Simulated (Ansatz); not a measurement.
# C₂H₄BCl: one species, many methods

Aim: compute C₂H₄BCl with functionals from several rungs and with coupled cluster. The yardstick is the atomisation energy at the CCSD(T) limit.

The runs use Ansatz 0.2.0, Gaussian basis; functionals in def2-TZVPP, the program's frozen cores in correlated methods.

The runs, in order: LDA (SPW92), PBE-D4, revPBE-D4, BLYP-D4, r2SCAN-D4, B97M-V, PBE0-D4, B3LYP-D4, r2SCANh-D4, r2SCAN0-D4, HSE06-D4, BHLYP-D4, CAM-B3LYP-D4, LC-ωPBE, ωB97X-V, ωB97M-V, B2PLYP, PBE-QIDH; CCSD(T)/def2-SVP; CCSD(T)/def2-TZVPP; CCSD(T)/def2-QZVPP; extrapolation to the limit; RPA on PBE.

**1. The relaxed structure**

An earlier PBE0-D4 in a triple-zeta def2 set relaxation fixed the geometry.

SMILES `C=CBCl`, 8 atoms, charge 0, spin multiplicity 1.

Atoms are counted from 1 here; the program's logs count them from 0.

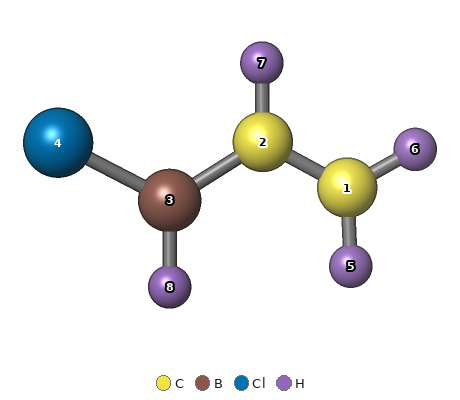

The structure; carbon yellow, boron brown, chlorine blue, hydrogen purple; atoms are numbered from 1 in the order of the file.

**2. LDA**

This LDA is Slater exchange with PW92 correlation.

The input, in.yaml:

```yaml
crystal:
  periodic: [false, false, false]
  atoms:
    - {symbol: C, position_ang: [0.357384, 1.219885, -0.260015]}
    - {symbol: C, position_ang: [0.353830, 0.057742, 0.401073]}
    - {symbol: B, position_ang: [-0.528596, -1.094427, -0.086371]}
    - {symbol: Cl, position_ang: [-0.555083, -2.627580, 0.756600]}
    - {symbol: H, position_ang: [-0.259665, 1.360408, -1.142835]}
    - {symbol: H, position_ang: [0.965146, 2.066964, 0.044875]}
    - {symbol: H, position_ang: [0.984048, -0.048737, 1.281311]}
    - {symbol: H, position_ang: [-1.224963, -0.991453, -1.050437]}
basis:
  gaussian: {orbitals: def2-TZVPP}
hamiltonian: {xc: lda}
output: {orbitals: {seedname: orbitals}}
```

The run is started by

```sh
$ ansatz run in.yaml --threads 2 --pin off --events-out ev --progress --plain --max-ram 32768MiB --backend cpu
```

Further steps of the session: PBE-D4 (GGA); revPBE-D4 (GGA); BLYP-D4 (GGA); r2SCAN-D4 (meta-GGA); B97M-V (meta-GGA); PBE0-D4 (hybrid); B3LYP-D4 (hybrid); r2SCANh-D4 (hybrid); r2SCAN0-D4 (hybrid); HSE06-D4 (hybrid); BHLYP-D4 (hybrid); CAM-B3LYP-D4 (range-separated); LC-ωPBE (range-separated); ωB97X-V (range-separated); ωB97M-V (range-separated); B2PLYP (double hybrid); PBE-QIDH (double hybrid); CCSD(T) in def2-SVP; CCSD(T) in def2-TZVPP; CCSD(T) in def2-QZVPP; RPA on PBE orbitals.

Before running them: what should the planned runs give, taken together? Wanted: atomisation energy, CCSD(T)/CBS; farthest beyond LDA; mean size of error, GGA; mean size of error, meta-GGA; mean size of error, hybrid; mean size of error, range-separated; mean size of error, double hybrid; gap, smallest and largest; T1 diagnostic.

As calculated:

```
                               quantity                                          value
        atomisation energy, CCSD(T)/CBS                                 753.7 kcal/mol
functionals within 3.8 kcal/mol (0.5 %)  BLYP-D4, r2SCAN0-D4, LC-ωPBE, ωB97X-V, B2PLYP
                    farthest beyond LDA                        PBE-D4 (+22.2 kcal/mol)
                mean size of error, GGA                                   9.8 kcal/mol
           mean size of error, meta-GGA                                   9.4 kcal/mol
             mean size of error, hybrid                                   7.7 kcal/mol
    mean size of error, range-separated                                   4.1 kcal/mol
      mean size of error, double hybrid                                   3.2 kcal/mol
              gap, smallest and largest      3.90 eV (LDA (SPW92)), 11.39 eV (LC-ωPBE)
                          T1 diagnostic                                         0.0118
triples share of the correlation energy                                          4.3 %
```

What this shows: The LDA atomisation energy is off by 105.8 kcal/mol (14 %): it overbinds. PBE-D4 is off by +22.2 kcal/mol. Double hybrids carry the basis error of their MP2 part in triple zeta, and no dispersion term here, so their miss is partly the set-up's. Taken by rung, double hybrid functionals do best (3.2 kcal/mol on average) and GGA ones worst beyond LDA (9.8 kcal/mol). The gap between the best rungs is small, so their order is not settled. Misses under about 3.8 kcal/mol are within the doubt on the reference itself, which lacks core-valence correlation, relativity and higher excitations. Hartree-Fock recovers 77 % of the binding; the rest is correlation. CCSD(T) in def2-SVP is off by -26.7 kcal/mol, so the small basis spoils what the method gains. The gap grows from 3.9 to 11.4 eV across the functionals, mostly with the share of exact exchange.
